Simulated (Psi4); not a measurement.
**Excited-state calculation, with input and output: CdNH₂F (part 2 of 2)**

CdNH₂F; EOM-CC2/def2-SV(P), RHF, core potentials def2 (Psi4 1.11). Some settings of this run were made unusual or wrong on purpose. The geometry comes from this level: PBE0-D4/def2-TZVP.

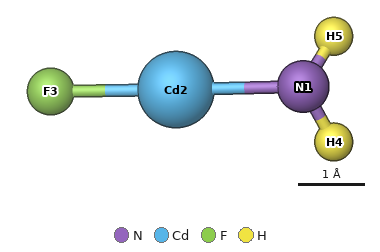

The input geometry (ball-and-stick view, seen on its broad side; atoms are numbered from 1 in the order of the input). Sticks mark near contacts.

### What the program printed, continued
```
	Nuclear Rep. energy (wfn)     =  112.883639592005480
	SCF energy          (wfn)     = -321.738027680135758
	Reference energy    (file100) = -321.734643780429622
	CC2 energy          (file100) =   -0.484938394072423

	Input parameters:
	-----------------
	Reference wfn   =     RHF
	Reference EOM wfn=     RHF
	Memory (Mbytes) =  1600.0
	ABCD            =     NEW
	Cache Level     =    2
	Cache Type      =     LRU
	Num. of threads =     1
	Local CC        =     No

	CCEOM parameters:
	-----------------
	States sought per irrep     = A 1,
	Max. number of iterations   =    50
	Vectors stored per root     =    12
	Print HbarSS iterations?    =     0
	Excitation range for HBarSS =     2
	Eigenvalue tolerance        = 1.0e-05
	Eigenvalue toleranceSS      = 1.0e-06
	Residual vector tolerance   = 1.0e-04
	Residual vector toleranceSS = 1.0e-06
	Complex tolerance           = 1.0e-12
	Root for properties         =     1
	Sym of state for properties =      A
	Guess vectors taken from    = SINGLES
	Restart EOM CC3             = NO
	Collapse with last vector   = YES

Fae   dot Fae   total 3407.7994240788
Fmi   dot Fmi   total  991.9753686379
Fme   dot Fme   total    0.0013799552
WMBIJ dot WMBIJ total    0.0000000000
Wmbij dot Wmbij total    0.0000000000
WMbIj dot WMbIj total    0.0000000000
WmBiJ dot WmBiJ total    0.0000000000
Symmetry of ground state: A
Symmetry of excited state: A
Symmetry of right eigenvector: A
Seeking states with multiplicity of 1
Obtaining initial guess from singles-singles block of Hbar...Done.

Iter=1    L=1     Root    EOM Energy     Delta E   Res. Norm    Conv?
                     1   0.2927741233   2.93e-01    4.73e-01      N
Iter=2    L=2     Root    EOM Energy     Delta E   Res. Norm    Conv?
                     1   0.1850780591  -1.08e-01    3.90e-02      N
Iter=3    L=3     Root    EOM Energy     Delta E   Res. Norm    Conv?
                     1   0.1824199985  -2.66e-03    4.48e-02      N
Iter=4    L=4     Root    EOM Energy     Delta E   Res. Norm    Conv?
                     1   0.1808737015  -1.55e-03    1.97e-02      N
Iter=5    L=5     Root    EOM Energy     Delta E   Res. Norm    Conv?
                     1   0.1801174921  -7.56e-04    1.79e-02      N
Iter=6    L=6     Root    EOM Energy     Delta E   Res. Norm    Conv?
                     1   0.1799238610  -1.94e-04    8.04e-03      N
Iter=7    L=7     Root    EOM Energy     Delta E   Res. Norm    Conv?
                     1   0.1798833291  -4.05e-05    7.10e-03      N
Iter=8    L=8     Root    EOM Energy     Delta E   Res. Norm    Conv?
                     1   0.1798163926  -6.69e-05    4.04e-03      N
Iter=9    L=9     Root    EOM Energy     Delta E   Res. Norm    Conv?
                     1   0.1797904420  -2.60e-05    2.55e-03      N
Iter=10   L=10    Root    EOM Energy     Delta E   Res. Norm    Conv?
                     1   0.1797823183  -8.12e-06    1.69e-03      N
Iter=11   L=11    Root    EOM Energy     Delta E   Res. Norm    Conv?
                     1   0.1797856241   3.31e-06    6.65e-04      N
Iter=12   L=12    Root    EOM Energy     Delta E   Res. Norm    Conv?
                     1   0.1797826283  -3.00e-06    2.96e-04      N
Iter=13   L=2     Root    EOM Energy     Delta E   Res. Norm    Conv?
                     1   0.1797826283  -9.71e-16    2.96e-04      N
Iter=14   L=3     Root    EOM Energy     Delta E   Res. Norm    Conv?
                     1   0.1797805621  -2.07e-06    1.80e-04      N
Iter=15   L=4     Root    EOM Energy     Delta E   Res. Norm    Conv?
                     1   0.1797816573   1.10e-06    1.15e-04      N
Iter=16   L=5     Root    EOM Energy     Delta E   Res. Norm    Conv?
                     1   0.1797815961  -6.11e-08    7.11e-05      Y
Collapsing to only 1 vector(s).

Procedure converged for 1 root(s).
Energy written to CC_INFO:Etot -322.0398005784
States per irrep written to CC_INFO.
EOM CC2 R0 for root 0 =   0.05047288851

Final Energetic Summary for Converged Roots of Irrep A
                     Excitation Energy              Total Energy
                (eV)     (cm^-1)     (au)             (au)
EOM State 1      4.892    39457.5   0.1797815961  -322.039800578382

Largest components of excited wave function #1:
 RIA (libdpd indices) : (cscf notation)
        18 >   0      :       19a >    20a :   -0.6133647764
        18 >   2      :       19a >    22a :   -0.1598136590
        17 >   0      :       18a >    20a :   -0.1493668918
        18 >   3      :       19a >    23a :   -0.1142096161
        18 >   6      :       19a >    26a :   -0.0792963535
 RIjAb (libdpd indices)     : (cscf notation)
       18  18 >   0   0     :    19a    19a >    20a    20a :    0.1362905365
       18  18 >   0   2     :    19a    19a >    20a    22a :   -0.0354626981
       18  18 >   2   0     :    19a    19a >    22a    20a :   -0.0354626981
       13  18 >   4   0     :    14a    19a >    24a    20a :   -0.0338563843
       18  13 >   0   4     :    19a    14a >    20a    24a :   -0.0338563843

	Putting into environment energy for root of R irrep 1 and root 1.
	Putting into environment CURRENT ENERGY:             -322.0398005784

	Total # of sigma evaluations: 15

			**************************
			*        CCLAMBDA        *
			**************************

	Nuclear Rep. energy (wfn)     =  112.883639592005480
	Reference           (wfn)     =                    0
	SCF energy          (wfn)     = -321.738027680135758
	Reference energy    (CC_INFO) = -321.734643780429622
	CC2 energy          (CC_INFO) =   -0.484938394072423
	Total CC2 energy    (CC_INFO) = -322.219582174502023

	Input parameters:
	-----------------
	Maxiter           =     50
	Convergence       = 1.0e-04
	Restart           =     No
	Cache Level       =     2
	Model III         =     No
	DIIS              =     Yes
	AO Basis          =     No
	ABCD              =     NEW
	Local CC          =     No
	Parameters for left-handed eigenvectors:
	    Irr   Root  Ground-State?    EOM energy        R0
	  1   0     0        Yes       0.0000000000   1.0000000000
	  2   0     1         No       0.1797815961   0.0504728885
	Labels for eigenvector 1:
	LIA 0 -1, Lia 0 -1, LIJAB 0 -1, Lijab 0 -1, LIjAb 0 -1, 2LIjAb - LIjbA 0 -1
	Labels for eigenvector 2:
	LIA 0 0, Lia 0 0, LIJAB 0 0, Lijab 0 0, LIjAb 0 0, 2LIjAb - LIjbA 0 0
	Deleting old CC_LAMBDA data.
	Symmetry of left-hand state: A
	Symmetry of left-hand eigenvector: A

	          Solving Lambda Equations
	          ------------------------
	Iter     PseudoEnergy or Norm         RMS
	----     ---------------------     --------
	   0        -0.486121953055384    0.000e+00
	   1        -0.484654251051150    2.254e-02
	   2        -0.483159838066121    4.511e-03
	   3        -0.482802883364673    3.596e-03
	   4        -0.482606841088165    1.533e-03
	   5        -0.482592569677796    5.338e-04
	   6        -0.482595601453374    1.475e-04
	   7        -0.482593047139346    5.744e-05

	Largest LIA Amplitudes:
	         18   0         0.0415566108
	         16   0         0.0387257605
	         15   1         0.0376607251
	         14   2        -0.0343995993
	         18   2        -0.0262609923
	         16   6         0.0243638318
	         17   0        -0.0194604150
	         16   2         0.0170062990
	         17   2        -0.0154570469
	         14   0         0.0143183420

	Largest LIjAb Amplitudes:
	 15  15  22  22        -0.0355051575
	 18  18   0   0        -0.0336589875
	 13  13   4   4        -0.0259201143
	 18  18  16  16        -0.0240206188
	 14  14  21  21        -0.0221940751
	 13  13  18  18        -0.0219047984
	 16  16   6   6        -0.0206877447
	 14  15  21  22        -0.0206115495
	 15  14  22  21        -0.0206115495
	 14  14  23  23        -0.0186198709

	Iterations converged.

	Overlap <L|e^T> =        0.82742026028
	Symmetry of left-hand state: A
	Symmetry of left-hand eigenvector: A
	Initial overlap of initial guess <L|R> =    0.9948357017
	Checking overlap of initial guess <L|R> =    1.0000000000

	          Solving Lambda Equations
	          ------------------------
	Iter     PseudoEnergy or Norm         RMS
	----     ---------------------     --------
	   0        -0.015101798969707    5.744e-05
	   1         0.004897219004417    3.509e-02
	   2         0.005567889035402    6.775e-03
	   3         0.005864611265424    2.957e-03
	   4         0.006004056755358    1.598e-03
	   5         0.006101430262784    1.175e-03
	   6         0.006140724251368    7.560e-04
	   7         0.006159497018112    5.422e-04
	   8         0.006179553402363    3.244e-04
	   9         0.006197196079719    1.979e-04
	  10         0.006198909208040    1.098e-04
	  11         0.006197615006256    6.942e-05

	Initial  <L|R>  =        1.0062039696
	Normalizing L...
	L0 * R0 =        0.0000000000
	L1 * R1 =        0.9235648516
	L2 * R2 =        0.0764351484
	 <L|R>  =        1.0000000000
	Pseudoenergy or Norm of normalized L =    0.006159402261756

	Largest LIA Amplitudes:
	         18   0        -0.6208098295
	         17   0        -0.1543696183
	         18   2        -0.1529721613
	         18   3        -0.1140927546
	         18   6        -0.0733658701
	         14   0         0.0557473134
	         17   2        -0.0535516989
	         17   6        -0.0419864926
	         18   5        -0.0399044124
	         14   3        -0.0305335758

	Largest LIjAb Amplitudes:
	 18  18   0   0         0.1187744508
	 13  18   4   0        -0.0342392381
	 18  13   0   4        -0.0342392381
	 17  18   6   0        -0.0320281793
	 18  17   0   6        -0.0320281793
	 18  18   0   2        -0.0296435263
	 18  18   2   0        -0.0296435263
	 18  18   0  16        -0.0288143154
	 18  18  16   0        -0.0288143154
	 18  18   0   6         0.0286172541

	Iterations converged.

	<L|R> overlap matrix with ROHF quantities (-99 => 0 by symmetry)

                 1            2

    1    1.0000000   -0.0000260
    2    0.0000000    1.0000000

	<L|R> overlap matrix with RHF quantities (-99 => 0 by symmetry)

                 1            2

    1    1.0000000   -0.0000260
    2    0.0000000    1.0000000

	Projections for excited state, irrep A, root 0:
	<0|Le^(-T)|0><0|Re^T|0>  =    0.0025427112
	<0|Le^(-T)|S><S|Re^T|0>  =    0.9280232404
	<0|Le^(-T)|D><D|Re^T|0>  =    0.0694340485
	Sum of above             =    1.0000000000
	Approx. excitation level =    1.0668913373

			**************************
			*                        *
			*        CCDENSITY       *
			*                        *
			**************************

	Input parameters:
	-----------------
	Wave function    = EOM_CC2
	Reference wfn    =   RHF
	Dertype          = 0
	Tolerance        = 1.0e-04
	Cache Level      = 2
	AO Basis         = No
	OPDM Only        = Yes
	Relax OPDM       = No
	Compute Xi       = No
	Use Zeta         = No
	Xi connected     = Yes
	Compute NO       = No

	Nuclear Rep. energy (wfn)     =  112.883639592005480
	SCF energy          (wfn)     = -321.738027680135758
	Reference energy    (file100) = -321.734643780429622
	CC2 energy          (CC_INFO) =   -0.484938394072423
	Total CC2 energy    (CC_INFO) = -322.219582174502023
	Number of States = 2

	Ground?  State     EOM Energy       R0
	  Yes     0  A    0.0000000000   1.00000000
	   No     1  A    0.1797815961   0.05047289
DDoing transition

	Oscillator Strength for 1  A
	                              X    	       Y    	       Z
	<0|mu_e|n>              -0.19306626 	 -0.82579319 	  0.30897360
	<n|mu_e|0>              -0.19845626 	 -0.87944821 	  0.32897973
	Dipole Strength          0.86620360
	Oscillator Strength      0.10381831
	Einstein A Coefficient   1.07814036e+08
	Einstein B Coefficient   1.05387898e+20
Doing transition

	Length-Gauge Rotational Strength for 1  A
	                              X    	       Y    	       Z
	<0|mu_e|n>              -0.19306626 	 -0.82579319 	  0.30897360
	<n|mu_m|0>               0.00701263 	  0.10178101 	  0.27548117
	<0|mu_m|n>*              0.00662647 	  0.09574512 	  0.25902155
	<n|mu_e|0>*             -0.19845626 	 -0.87944821 	  0.32897973

	Rotational Strength (au)                 -0.00029633
	Rotational Strength (10^-40 esu^2 cm^2)  -0.13970157

	Velocity-Gauge Rotational Strength for 1  A
	                              X    	       Y    	       Z
	<0|mu_e|n>              -0.05569462 	 -0.15905560 	  0.06000992
	<n|mu_m|0>               0.00701263 	  0.10178101 	  0.27548117
	<0|mu_m|n>*              0.00662647 	  0.09574512 	  0.25902155
	<n|mu_e|0>*             -0.05920252 	 -0.17197282 	  0.06487174

	Rotational Strength (au)                 -0.00028502
	Rotational Strength (10^-40 esu^2 cm^2)  -0.13437231
Doing transition
Doing transition

	                   Ground State -> Excited State Transitions

	                   Excitation Energy          OS       RS        RS     Einstein A
	State   (eV)    (cm^-1)    (nm)     (au)              (l,au)   (v,au)     (s^-1)
	 1  A   4.892   39457.5   253.4   0.179782   0.1038  -0.0003  -0.0003  1.078140E+08

Doing transition

  Variable Map:
  ----------------------------------------------------------------------------
  "CC D1 DIAGNOSTIC"                             =>       0.079981334434
  "CC D2 DIAGNOSTIC"                             =>       0.142666184662
  "CC NEW D1 DIAGNOSTIC"                         =>       0.079981334434
  "CC ROOT 0 (A) CORRELATION ENERGY"             =>      -0.484938394072
  "CC ROOT 0 (A) TOTAL ENERGY"                   =>    -322.219582174502
  "CC ROOT 0 (IN A) CORRELATION ENERGY"          =>      -0.484938394072
  "CC ROOT 0 (IN A) TOTAL ENERGY"                =>    -322.219582174502
  "CC ROOT 0 CORRELATION ENERGY"                 =>      -0.484938394072
  "CC ROOT 0 CORRELATION ENERGY - A TRANSITION"  =>      -0.484938394072
  "CC ROOT 0 TOTAL ENERGY"                       =>    -322.219582174502
  "CC ROOT 0 TOTAL ENERGY - A TRANSITION"        =>    -322.219582174502
  "CC ROOT 1 (A) CORRELATION ENERGY"             =>       0.179781596120
  "CC ROOT 1 (A) TOTAL ENERGY"                   =>    -322.039800578382
  "CC ROOT 1 (IN A) CORRELATION ENERGY"          =>       0.179781596120
  "CC ROOT 1 (IN A) TOTAL ENERGY"                =>    -322.039800578382
  "CC ROOT 1 CORRELATION ENERGY"                 =>       0.179781596120
  "CC ROOT 1 CORRELATION ENERGY - A TRANSITION"  =>       0.179781596120
  "CC ROOT 1 TOTAL ENERGY"                       =>    -322.039800578382
  "CC ROOT 1 TOTAL ENERGY - A TRANSITION"        =>    -322.039800578382
  "CC T1 DIAGNOSTIC"                             =>       0.018833981664
  "CC2 CORRELATION ENERGY"                       =>      -0.484938394072
  "CC2 ROOT 0 (A) CORRELATION ENERGY"            =>      -0.484938394072
  "CC2 ROOT 0 (A) TOTAL ENERGY"                  =>    -322.219582174502
  "CC2 ROOT 0 (IN A) CORRELATION ENERGY"         =>      -0.484938394072
  "CC2 ROOT 0 (IN A) TOTAL ENERGY"               =>    -322.219582174502
  "CC2 ROOT 0 CORRELATION ENERGY"                =>      -0.484938394072
  "CC2 ROOT 0 CORRELATION ENERGY - A TRANSITION" =>      -0.484938394072
  "CC2 ROOT 0 TOTAL ENERGY"                      =>    -322.219582174502
  "CC2 ROOT 0 TOTAL ENERGY - A TRANSITION"       =>    -322.219582174502
  "CC2 ROOT 1 (A) CORRELATION ENERGY"            =>       0.179781596120
  "CC2 ROOT 1 (A) TOTAL ENERGY"                  =>    -322.039800578382
  "CC2 ROOT 1 (IN A) CORRELATION ENERGY"         =>       0.179781596120
  "CC2 ROOT 1 (IN A) TOTAL ENERGY"               =>    -322.039800578382
  "CC2 ROOT 1 CORRELATION ENERGY"                =>       0.179781596120
  "CC2 ROOT 1 CORRELATION ENERGY - A TRANSITION" =>       0.179781596120
  "CC2 ROOT 1 TOTAL ENERGY"                      =>    -322.039800578382
  "CC2 ROOT 1 TOTAL ENERGY - A TRANSITION"       =>    -322.039800578382
  "CC2 TOTAL ENERGY"                             =>    -322.219582174502
  "CURRENT CORRELATION ENERGY"                   =>      -0.484938394072
  "CURRENT ENERGY"                               =>    -322.039800578382
  "CURRENT REFERENCE ENERGY"                     =>    -321.738027680136
  "DD SOLVATION ENERGY"                          =>       0.000000000000
  "HF KINETIC ENERGY"                            =>     219.285572732058
  "HF POTENTIAL ENERGY"                          =>    -541.023600412194
  "HF TOTAL ENERGY"                              =>    -321.738027680136
  "HF VIRIAL RATIO"                              =>       2.467210193866
  "MP2 CORRELATION ENERGY"                       =>      -0.473020328999
  "MP2 DOUBLES ENERGY"                           =>      -0.473020328999
  "MP2 OPPOSITE-SPIN CORRELATION ENERGY"         =>      -0.341020534093
  "MP2 SAME-SPIN CORRELATION ENERGY"             =>      -0.131999794906
  "MP2 SINGLES ENERGY"                           =>      -0.000000000000
  "MP2 TOTAL ENERGY"                             =>    -322.207664109428
  "NUCLEAR REPULSION ENERGY"                     =>     112.883639592005
  "ONE-ELECTRON ENERGY"                          =>    -738.004163858506
  "PCM POLARIZATION ENERGY"                      =>       0.000000000000
  "PE ENERGY"                                    =>       0.000000000000
  "SCF ITERATION ENERGY"                         =>    -321.738027680136
  "SCF ITERATIONS"                               =>      29.000000000000
  "SCF TOTAL ENERGY"                             =>    -321.738027680136
  "TWO-ELECTRON ENERGY"                          =>     303.382496586365

  Array Variable Map:
  ----------------------------------------------------------------------------
  "CURRENT DIPOLE"                               =>      -1.034911189635 ... -0.150127391471 1 by 3
  "SCF DIPOLE"                                   =>      -1.034911189635 ... -0.150127391471 1 by 3
  "SCF TOTAL ENERGIES"                           =>    -321.737764642241 ... -321.738027680136 1 by 13

    Psi4 run time: 0:00:29.48
```

This output came from the following input.

### Input file (cdfh2n.dat)
```
memory 1.6 GB

molecule m {
  0 1
  N     -0.333400     0.922000    -0.346300
  Cd     0.604700    -0.740300     0.245400
  F      1.652200    -2.274900     0.787100
  H     -0.955600     0.728600    -1.123800
  H     -0.917900     1.290800     0.396200
  units angstrom
  symmetry c1
}

set {
  scf_type        direct
  roots_per_irrep [1]
  ints_tolerance  0.0001
  maxiter         50
}

properties('eom-cc2/def2-SV(P)', properties=['oscillator_strength'])
print_variables()
```

Command:
```bash
psi4 cdfh2n.dat cdfh2n.out -n 1
```

### Outcome

- outcome: converged
- total energy: −322.219582 hartree
- SCF energy: −321.738028 hartree
- MP2 energy: −322.207664 hartree
- basis functions: 56
- T1 diagnostic: 0.019
- HOMO of the SCF reference: −10.51 eV
- LUMO of the SCF reference: 1.56 eV
- lowest singlet excitation: 4.89 eV
- hardware: 1 thread of Intel Xeon @ 2.50GHz (Skylake/Cascade Lake), 192 GiB of memory available, shared host
- wall time: 32 s
- peak memory: 0.39 GiB

### Diagnosis

Some settings of this run were drawn to be unusual or wrong (ints_tolerance set to 0.0001; scf_type set to direct (from pk); maxiter set to 50). It converged; results that depend on the unusual settings are not reference values.
